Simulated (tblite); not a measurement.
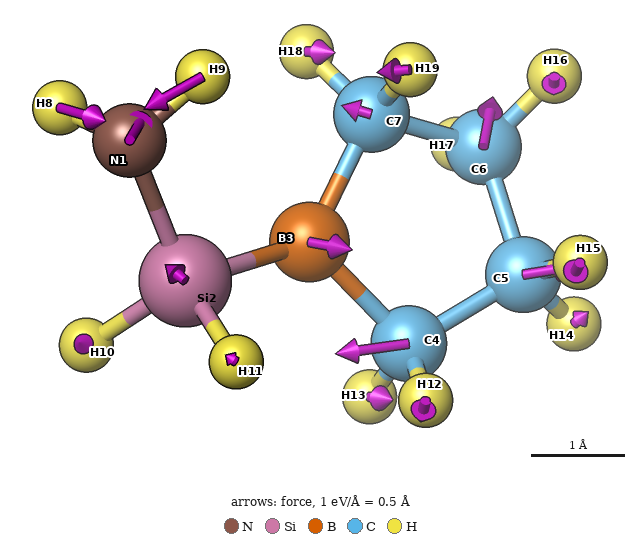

Starting geometry of C₄H₁₂BNSi with the computed forces as purple arrows. A ball-and-stick model, seen at a tilt.

Computed with tblite, GFN2-xTB geometry optimisation, gas phase. 

Is this structure relaxed? If not, where do the atoms go?

Answer. It isn't relaxed: the largest force vector, on N1, is 1.84 eV/Å. The final displacements follow the starting forces only in part (cosine between the two patterns 0.31). After 121 geometry steps the energy has fallen by 0.734 eV. The atom that moves furthest after the best rigid fit is H9 (0.80 Å). Largest moves by element: H 0.80 Å, N 0.34 Å, B 0.32 Å, C 0.18 Å, Si 0.08 Å. Near-neighbour distances that change, for instance: N1–Si2 1.794 → 1.741 Å, N1–H8 1.059 → 1.008 Å, C4–C5 1.496 → 1.538 Å, C5–H15 1.125 → 1.093 Å. Among the angles between lasting bonds that change: Si2–N1–H9 105.3° → 117.7°, Si2–N1–H8 105.8° → 117.9°, B3–C4–H12 106.5° → 116.9°.
